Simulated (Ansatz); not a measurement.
# CaGeO4: a short molecular-dynamics run

What does CaGeO4 do over 40 steps of 0.5 fs under a Langevin thermostat at 100 K? The cell is a randomly packed cell of 12 atoms, taken as it stands, without a relaxation.

Method: DFT PBE, plane waves, PAW, scalar-relativistic, no spin polarisation, in Ansatz 0.2.0.

### Step 1. The structure to begin with

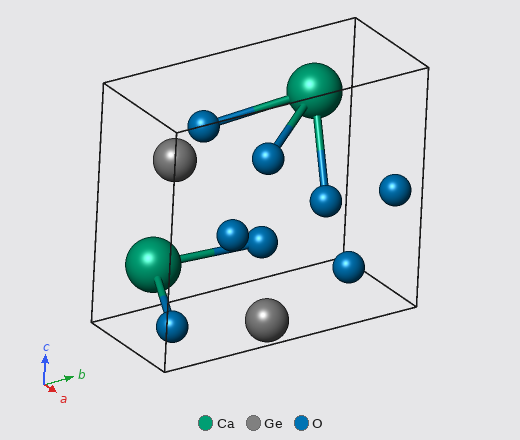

The starting structure, seen slightly off an axis (calcium teal, germanium grey, oxygen blue). Each atom of the cell is drawn once.

Structure file:

```
CELL_PARAMETERS angstrom
5.23948 -0.13828 -0.10884
0.42677 6.43770 0.24359
1.01534 0.83391 6.06764
ATOMIC_POSITIONS crystal
Ca 0.27521 0.12728 0.24235
Ca 0.16239 0.77487 0.76836
Ge 0.70450 0.46532 0.00768
Ge 0.63430 0.08360 0.76612
O 0.22809 0.57305 0.20520
O 0.80252 0.05546 0.11317
O 0.70457 0.31026 0.40449
O 0.15659 0.33782 0.73816
O 0.55695 0.48223 0.64685
O 0.80622 0.92341 0.44700
O 0.85836 0.73631 0.18727
O 0.52373 0.73315 0.39426
```

### Step 2. Molecular dynamics

File input.yaml:

```yaml
crystal:
  lattice:
    - [5.239477, -0.138275, -0.108844]
    - [0.426774, 6.4377, 0.243586]
    - [1.015339, 0.833911, 6.067636]
  atoms:
    - { symbol: Ca, position: [0.275213, 0.127281, 0.242346] }
    - { symbol: Ca, position: [0.162393, 0.774867, 0.768358] }
    - { symbol: Ge, position: [0.704498, 0.465323, 0.007681] }
    - { symbol: Ge, position: [0.634298, 0.083604, 0.766118] }
    - { symbol: O, position: [0.228086, 0.573047, 0.205203] }
    - { symbol: O, position: [0.802524, 0.055459, 0.113173] }
    - { symbol: O, position: [0.704571, 0.310257, 0.404487] }
    - { symbol: O, position: [0.156589, 0.337823, 0.738159] }
    - { symbol: O, position: [0.556954, 0.48223, 0.646854] }
    - { symbol: O, position: [0.806223, 0.923412, 0.446998] }
    - { symbol: O, position: [0.858358, 0.736306, 0.187269] }
    - { symbol: O, position: [0.523728, 0.733145, 0.39426] }
kpoints:
  mp_grid: { grid: [3, 3, 3] }
magnetization:
  spin_polarized: false
scf:
  occupations: { method: cold, width: 0.15 }
hamiltonian:
  pseudopotentials: { kind: paw }
  xc: pbe
basis:
  ecutwfc: 420
md:
  timestep: 0.5
  n_steps: 40
  ensemble: nvt_langevin
  temperature: 100.0
  initial_velocities: maxwell_boltzmann
  seed: 205094
```

Launch:

```
ansatz run input.yaml --threads 2 --pin off --max-ram 2560MiB --backend cpu --events-out ev --progress --plain --runs-dir out
```

Q: Predict the outcome of this session. Wanted: temperature, first and last step; temperature, second half; potential energy, second half; mean square displacement, second half.

The runs gave:

| quantity | value |
| --- | --- |
| length | 40 steps of 0.5 fs |
| temperature, first and last step | 92 and 2275 K |
| temperature, second half | mean 1427 K, from 707 to 2275 K |
| potential energy, second half | -189 meV/atom from the start |
| mean square displacement, second half | O 0.025, Ca 0.002, Ge 0.001 Å² |

What this shows: Against a set 100 K the second half averages 1427 K, going from 707 to 2275 K over that half; the potential energy of that half lies 189 meV/atom under the start, so the atoms have moved to lower-lying arrangements, and the energy set free heats the cell. Over the second half O atoms stand 0.2 Å (root mean square) from where they began, and the farthest move is 0.3 Å. 20 fs on 12 atoms is far too short and small for converged averages.
